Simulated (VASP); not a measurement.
Consider the following.

```
NiSi2
1.0
    0.00000     2.72557     2.72557
    2.72557     0.00000     2.72557
    2.72557     2.72557     0.00000
Si Ni
2 1
Direct
  0.25000   0.25000   0.25000
  0.75000   0.75000   0.75000
  0.00000   0.00000   0.00000
```

These are PBE GGA, VASP's PBE PAW potentials (set 64) (plane waves; VASP 6.6.1) values and carry that method's errors. Settings: 400 eV cut-off, 11×11×11 Γ-centred mesh, tetrahedra with Blöchl corrections, potentials Si Ni.

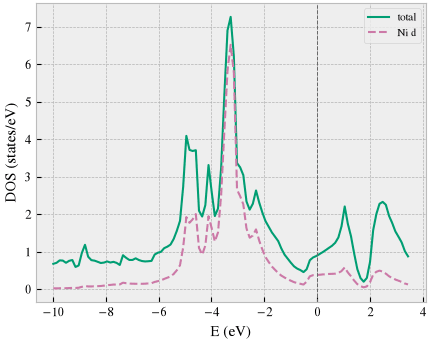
Total and projected density of states, zero at the Fermi level

Within 2 eV below the Fermi level the largest weight inside VASP's projection spheres is Ni d, then Si p.

It has no gap at this level: it comes out as a metal or semimetal.

The compound is NiSi2 in the fluorite structure. It was relaxed first. The run is not spin-polarised, so no magnetic state was tried.
